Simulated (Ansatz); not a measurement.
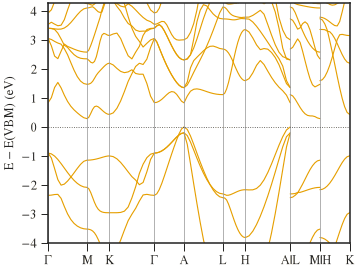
Figure. Band structure from PBEsol (plane waves, PAW; program Ansatz)

The gap is 0.28 eV; an edge lies off the plotted path or next to a special point (maximum at A, minimum off the standard path).

The material is CaGaGeH in space group P3m1 (No. 156; Ca on 1b, Ga on 1a, Ge on 1c, H on 1a).

The workflow started from a Materials Project entry (that database holds measured and hypothetical structures alike); the Crystallography Open Database files this formula in space group No. 156, but the cells were not matched. Whether it is the stable phase at ambient conditions was not checked. The PBEsol relaxation kept the symmetry of its start; its stability against distortions is not shown here. Scalar-relativistic: spin–orbit coupling is off unless named, which matters more the heavier the elements.

Potentials: the later of the program's two PAW sets.
